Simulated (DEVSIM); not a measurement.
Structure: Schottky contact on p-type CdTe, at 300 K.

```tsv
layer (left to right)	material	thickness (μm)	Na (cm⁻³)	τn (s)	τp (s)
1	CdTe	2.40	1.1e16	4.6e-10	4.6e-10
2	CdTe	3.20	1.1e18	4.6e-10	4.6e-10
```

Left contact: Schottky, work function 4.78 eV, emission velocity 4.6e6 cm/s. Right contact: ohmic. Voltage is applied to the left contact. Recombination: SRH at mid-gap, radiative, Auger. Mobility is μmin + (μ − μmin)/(1 + (N/Nref)^α).

Constants are typed, rounded textbook-type inputs, not results; the design itself was drawn at random and stands for no fabricated device. Values at 300 K.

```csv
parameter,CdTe
gap (eV),1.5
affinity (eV),4.28
permittivity,10.2
Nc (cm⁻³),8e17
Nv (cm⁻³),1.8e19
μn (cm²/Vs),1000
μp (cm²/Vs),80
"μn,min",100
"μp,min",10
"Nref,n",1e17
"Nref,p",1e17
αn,0.6
αp,0.6
B (cm³/s),1e-10
Cn (cm⁶/s),1e-30
Cp (cm⁶/s),1e-30
```

Simulated with DEVSIM: 1D drift-diffusion, Boltzmann statistics, complete ionisation; no tunnelling, impact ionisation, image-force lowering or self-heating. Metal contacts follow the ideal Schottky-Mott rule: no Fermi-level pinning, no interface dipoles.

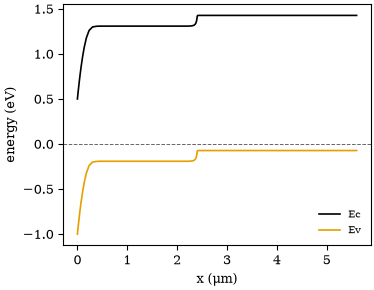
Figure. Band edges at zero bias

Energies count from the Fermi level of the right contact; mesh points crowd at the junctions.

| x (μm) | Ec (eV) | Ev (eV) | n (cm⁻³) | p (cm⁻³) | field (V/cm) |
|---|---|---|---|---|---|
| 0.000 | 0.500 | -1.000 | 3.2e9 | 290 | 55000 |
| 0.02583 | 0.636 | -0.864 | 1.6e7 | 56000 | 50000 |
| 0.07484 | 0.859 | -0.641 | 3000 | 3.1e8 | 41000 |
| 0.1796 | 1.178 | -0.322 | < 1e2 | 7.0e13 | 20000 |
| 0.4874 | 1.309 | -0.191 | < 1e2 | 1.1e16 | 18 |
| 1.027 | 1.309 | -0.191 | < 1e2 | 1.1e16 | ≈ 0 |
| 1.725 | 1.309 | -0.191 | < 1e2 | 1.1e16 | ≈ 0 |
| 2.146 | 1.309 | -0.191 | < 1e2 | 1.1e16 | 14 |
| 2.289 | 1.311 | -0.189 | < 1e2 | 1.2e16 | 710 |
| 2.358 | 1.328 | -0.172 | < 1e2 | 2.3e16 | 6000 |
| 2.391 | 1.369 | -0.131 | < 1e2 | 1.2e17 | 27000 |
| 2.422 | 1.428 | -0.072 | < 1e2 | 1.1e18 | 180 |
| 2.467 | 1.428 | -0.072 | < 1e2 | 1.1e18 | ≈ 0 |
| 2.565 | 1.428 | -0.072 | < 1e2 | 1.1e18 | ≈ 0 |
| 2.873 | 1.428 | -0.072 | < 1e2 | 1.1e18 | ≈ 0 |
| 3.360 | 1.428 | -0.072 | < 1e2 | 1.1e18 | ≈ 0 |
| 4.296 | 1.428 | -0.072 | < 1e2 | 1.1e18 | ≈ 0 |
| 4.980 | 1.428 | -0.072 | < 1e2 | 1.1e18 | ≈ 0 |
| 5.369 | 1.428 | -0.072 | < 1e2 | 1.1e18 | ≈ 0 |
| 5.500 | 1.428 | -0.072 | < 1e2 | 1.1e18 | ≈ 0 |
| 5.562 | 1.428 | -0.072 | < 1e2 | 1.1e18 | ≈ 0 |
| 5.600 | 1.428 | -0.072 | < 1e2 | 1.1e18 | ≈ 0 |
